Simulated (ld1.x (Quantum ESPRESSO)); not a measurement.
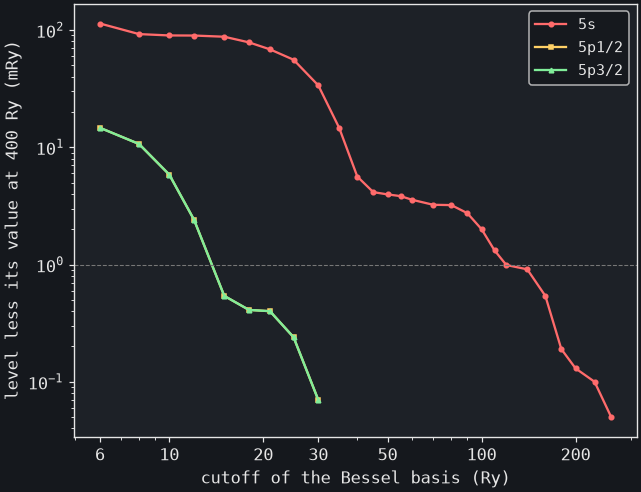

The pseudo-atom Hamiltonian at the reference potential is diagonalised in spherical Bessel functions (20 bohr box) up to the cutoff. Curves: distance of each valence level from its value at 400 Ry.

Input of ld1.x (Quantum ESPRESSO) 7.5:

```
 &input
   title='Sb', zed=51., rel=2, dft='BLYP', iswitch=3,
   config='[Kr] 4d10 5s2 5p3', rel_dist='average',
   nld=3, rlderiv=2.50, eminld=-3.0, emaxld=5.0, deld=0.02
 /
 &inputp
   pseudotype=2, tm=.true., lloc=1,
   nlcc=.false.,
   file_pseudopw='Sb.UPF', file_wfcaegen='ae.wfc', file_wfcncgen='nc.wfc', file_beta='beta', file_chi='chi'
 /
2
5S  1  0   2.00   0.00  1.40  1.40  0.0
5P  2  1   3.00   0.00  2.30  2.30  0.0
 &test
   configts(1)='5s2 5p3'
 /
```

Launched with:
```bash
ld1.x < Sb.in > Sb.out
```

Functional and relativity: BLYP, fully relativistic.

Question: From which cutoff is the occupation-weighted sum of levels good to 10 mRy, and to 1 mRy?

Answer: 45 Ry and 180 Ry, on the ladder of cutoffs that was run.

Question: Which occupied shell is the hardest?

Answer: 5s: its level needs 120 Ry to come within 1 mRy, against 15 Ry for 5p.

Question: At which cutoff does each level come within 1 mRy for good?

Answer: 5s: 120 Ry; 5p1/2: 15 Ry; 5p3/2: 15 Ry.

The potential isn't sound: the pseudo-atom misses its own reference levels by up to 0.42 eV.
